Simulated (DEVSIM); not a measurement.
Structure: abrupt GaAs n-p junction, at 300 K.

```csv
layer (left to right),material,thickness (μm),Nd (cm⁻³),Na (cm⁻³),τn (s),τp (s)
1,GaAs,99.0,2e17,-,4e-10,4e-10
2,GaAs,38.0,-,4.8e14,1.2e-11,4e-10
```

Left contact: ohmic. Right contact: ohmic. Voltage is applied to the left contact. Recombination: SRH at mid-gap, Auger. Mobility is μmin + (μ − μmin)/(1 + (N/Nref)^α).

Constants are typed, rounded textbook-type inputs, not results; the design itself was drawn at random and stands for no fabricated device. Values at 300 K.

| parameter | GaAs |
|---|---|
| gap (eV) | 1.424 |
| affinity (eV) | 4.07 |
| permittivity | 12.9 |
| Nc (cm⁻³) | 4.7e17 |
| Nv (cm⁻³) | 9e18 |
| μn (cm²/Vs) | 8500 |
| μp (cm²/Vs) | 400 |
| μn,min | 500 |
| μp,min | 20 |
| Nref,n | 6e16 |
| Nref,p | 1.5e17 |
| αn | 0.39 |
| αp | 0.38 |
| Cn (cm⁶/s) | 1e-30 |
| Cp (cm⁶/s) | 1e-30 |

Simulated with DEVSIM: 1D drift-diffusion, Boltzmann statistics, complete ionisation; no tunnelling, impact ionisation, image-force lowering or self-heating.

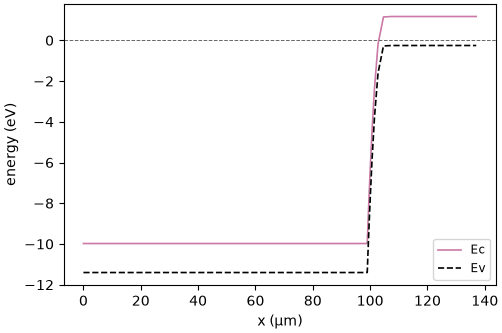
Fig. 1. Band edges at 10.0 V on the left contact

Energies count from the Fermi level of the right contact; mesh points crowd at the junctions.

| x (μm) | Ec (eV) | Ev (eV) | n (cm⁻³) | p (cm⁻³) | field (V/cm) |
|---|---|---|---|---|---|
| 0.000 | -9.978 | -11.402 | 2.0e17 | < 1e2 | ≈ 0 |
| 0.06105 | -9.978 | -11.402 | 2.0e17 | < 1e2 | ≈ 0 |
| 0.2653 | -9.978 | -11.402 | 2.0e17 | < 1e2 | ≈ 0 |
| 1.001 | -9.978 | -11.402 | 2.0e17 | < 1e2 | ≈ 0 |
| 5.436 | -9.978 | -11.402 | 2.0e17 | < 1e2 | ≈ 0 |
| 18.55 | -9.978 | -11.402 | 2.0e17 | < 1e2 | ≈ 0 |
| 60.25 | -9.978 | -11.402 | 2.0e17 | < 1e2 | ≈ 0 |
| 91.75 | -9.978 | -11.402 | 2.0e17 | < 1e2 | ≈ 0 |
| 96.88 | -9.978 | -11.402 | 2.0e17 | < 1e2 | ≈ 0 |
| 98.42 | -9.978 | -11.402 | 2.0e17 | < 1e2 | ≈ 0 |
| 98.85 | -9.978 | -11.402 | 2.0e17 | < 1e2 | ≈ 0 |
| 98.99 | -9.954 | -11.378 | 8.0e16 | < 1e2 | 22000 |
| 99.03 | -9.790 | -11.214 | 1.4e14 | < 1e2 | 38000 |
| 99.19 | -9.223 | -10.647 | 50000 | 1400 | 37000 |
| 100.0 | -6.269 | -7.693 | 8400 | 43000 | 32000 |
| 102.8 | -0.186 | -1.610 | 5300 | 430000 | 13000 |
| 112.3 | 1.170 | -0.254 | < 1e2 | 4.8e14 | ≈ 0 |
| 128.9 | 1.170 | -0.254 | < 1e2 | 4.8e14 | ≈ 0 |
| 135.5 | 1.170 | -0.254 | < 1e2 | 4.8e14 | ≈ 0 |
| 136.6 | 1.170 | -0.254 | < 1e2 | 4.8e14 | ≈ 0 |
| 136.9 | 1.170 | -0.254 | < 1e2 | 4.8e14 | ≈ 0 |
| 137.0 | 1.170 | -0.254 | < 1e2 | 4.8e14 | ≈ 0 |
